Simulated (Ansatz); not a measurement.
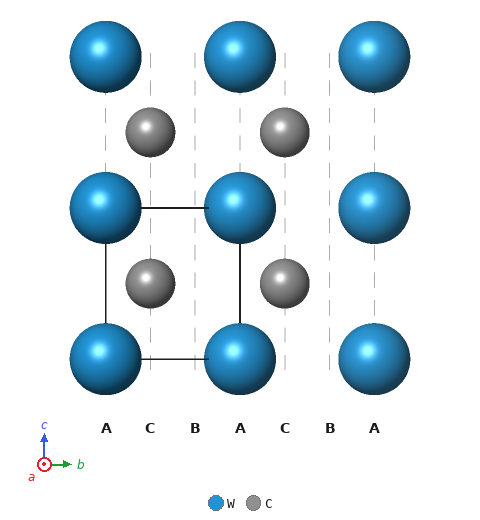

Projection along an edge of the hexagonal mesh, stacking direction c upwards. The dashed lines mark the three columns A (0, 0), B (1/3, 2/3) and C (2/3, 1/3). The sequence starts with the first layer at or above the cell's origin.

System WC (space group P-6m2, No. 187); source of the atomic positions: the end point of a relaxation with DFT PBEsol, scalar-relativistic, plane waves, PAW (Ansatz).

Q: List the layers of one repeat.

A: W(A) – C(C) (two layers in 2.83 Å).
